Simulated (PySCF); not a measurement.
## EPR calculation, with input and output: C3H8OPSi2

C3H8OPSi2, multiplicity 2, computed with UKS B3LYP, pcH-1 on C H O P Si, non-relativistic, mean-field spin-orbit, GIAO (PySCF 2.14.0).

It belongs to a series of runs on one base structure; here: H removed from Si.

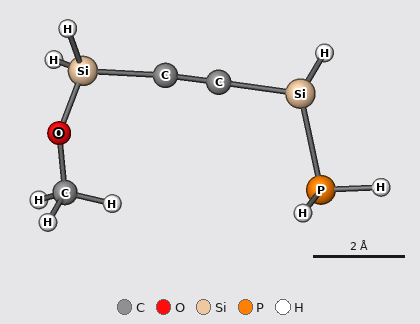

Fig. 1: The structure (ball-and-stick view, seen at a tilt).

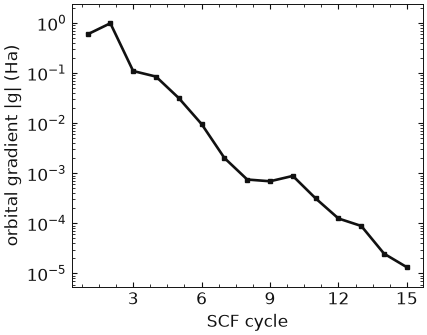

Fig. 2: Convergence of the self-consistent field: orbital gradient |g| against the SCF cycle. All cycles printed in the log are drawn one after another.

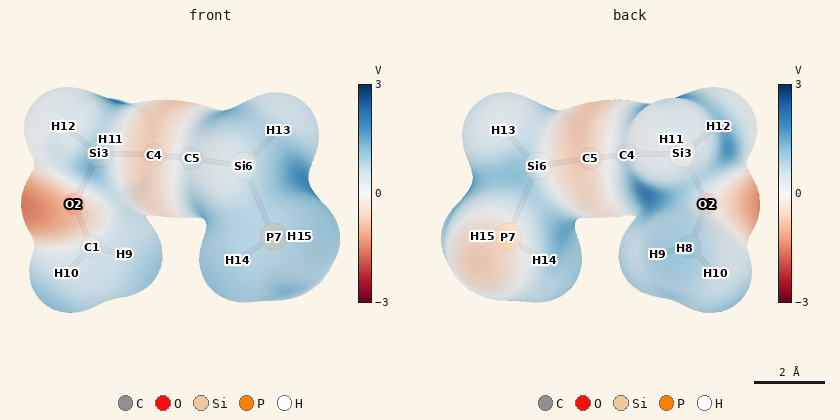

Fig. 3: The molecular electrostatic potential painted on the density surface at 0.004 e/bohr³, seen at a tilt and from behind; red is negative and blue positive.

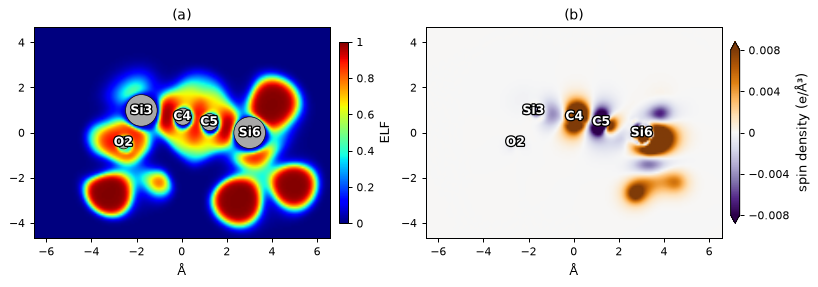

Fig. 4: (a) ELF; (b) spin density on the plane of atoms O2, Si3 and C4. Grey discs, where drawn, cover atomic cores. C–C (1.22 Å): the ELF peaks at about 0.85 between the atoms; a double or triple bond. Si–O (1.62 Å): the ELF peaks at about 0.85 between the atoms. C–Si (1.83 Å): the ELF peaks at about 0.95 between the atoms (a shared electron pair). The unpaired spin (1 electron) lies mostly on Si6 (about 0.7), P7 (about 0.1) and C4 (about 0.1), in electrons by Hirshfeld's partition.

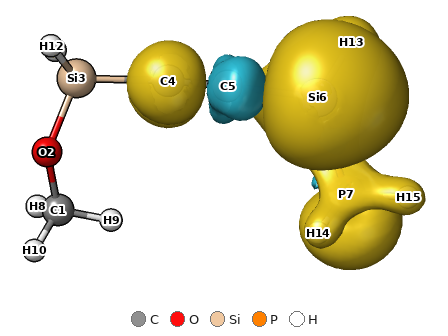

Fig. 5: Isosurfaces of the spin density (α minus β) at +0.008 (yellow) and −0.008 e/Å³ (cyan), seen face on. The unpaired spin (1 electron) lies mostly on Si6 (about 0.7), P7 (about 0.1) and C4 (about 0.1), in electrons by Hirshfeld's partition.

These pictures come from the run below.

The input:
```
{"job": {"kind": "epr", "basis": "pcH-1"}, "charge": 0, "multiplicity": 2}
C      2.257562    -1.433033     0.519922
O      2.350521    -0.249961     1.249096
Si     1.200955     0.547439     2.073742
C     -0.250266     0.908994     0.972655
C     -1.202146     1.048329     0.227909
Si    -2.504535     1.375715    -1.021842
P     -2.669596    -0.327076    -2.455116
H      2.054667    -2.281387     1.178973
H      1.459228    -1.371957    -0.224686
H      3.210035    -1.595223     0.012730
H      0.679490    -0.239416     3.199547
H      1.952489     1.740100     2.433480
H     -3.791629     1.623507    -0.355643
H     -1.430648    -0.133198    -3.043893
H     -3.320542     0.395157    -3.443477
```

The first line tells a small driver script what to run in PySCF; the rest is the geometry in Å.

Launch command:
```bash
OMP_NUM_THREADS=1 python <driver script> task.json out
```

What the program printed:
```
UKS, coarse grid
  cycle   1  E = -1114.55083722  |g| = 5.94e-01
  cycle   2  E = -1114.28274439  |g| = 9.89e-01
  cycle   3  E = -1114.67955004  |g| = 1.10e-01
  cycle   4  E = -1114.68128333  |g| = 8.52e-02
  cycle   5  E = -1114.68451803  |g| = 3.17e-02
  cycle   6  E = -1114.68497177  |g| = 9.60e-03
  cycle   7  E = -1114.68502667  |g| = 2.02e-03
  cycle   8  E = -1114.68502990  |g| = 7.50e-04
UKS, final grid
  cycle   1  E = -1114.68510077  |g| = 6.92e-04
  cycle   2  E = -1114.68510074  |g| = 8.85e-04
  cycle   3  E = -1114.68510116  |g| = 3.15e-04
  cycle   4  E = -1114.68510121  |g| = 1.25e-04
  cycle   5  E = -1114.68510125  |g| = 8.87e-05
  cycle   6  E = -1114.68510127  |g| = 2.48e-05
  cycle   7  E = -1114.68510127  |g| = 1.33e-05
E = -1114.68510127 Eh   <S^2> = 0.7551 (exact 0.7500)
g shifts (ppm)      1          2          3
  rmc          -143       -143       -143
  gc             44         43         71
  oz_so        -883        579       4539
  total        -982        479       4467
hyperfine (MHz)  atom isotope    a_iso     a_fc   dipolar eigenvalues
    0   13C      -0.04      -0.04     -0.13     -0.10      0.23
    1   17O       0.08       0.08     -0.13      0.03      0.09
    2  29Si       7.16       7.18     -0.34     -0.08      0.42
    3   13C      13.87      13.92    -13.21    -11.38     24.58
    4   13C      10.70      10.68     -9.43     -0.36      9.79
    5  29Si    -476.05    -476.87   -151.20     74.53     76.67
    6   31P      17.39      17.84    -57.33    -49.91    107.24
    7    1H      -0.00      -0.00     -0.39     -0.31      0.71
    8    1H       0.13       0.13     -0.74     -0.44      1.18
    9    1H       0.05       0.05     -0.32     -0.27      0.59
   10    1H       7.53       7.54     -0.86     -0.57      1.43
   11    1H       9.72       9.72     -0.82     -0.50      1.32
   12    1H      49.44      49.42     -8.06      0.79      7.27
   13    1H      20.47      20.46     -3.64     -0.31      3.95
   14    1H      21.77      21.76     -3.69     -0.41      4.11
```

Summary:

```tsv
quantity	value
outcome	converged
total energy	−1114.685101 hartree
⟨S²⟩	0.755
isotropic g	2.0036
hardware	1 CPU thread, shared host
wall time	2.8 min
peak memory	0.98 GiB
```
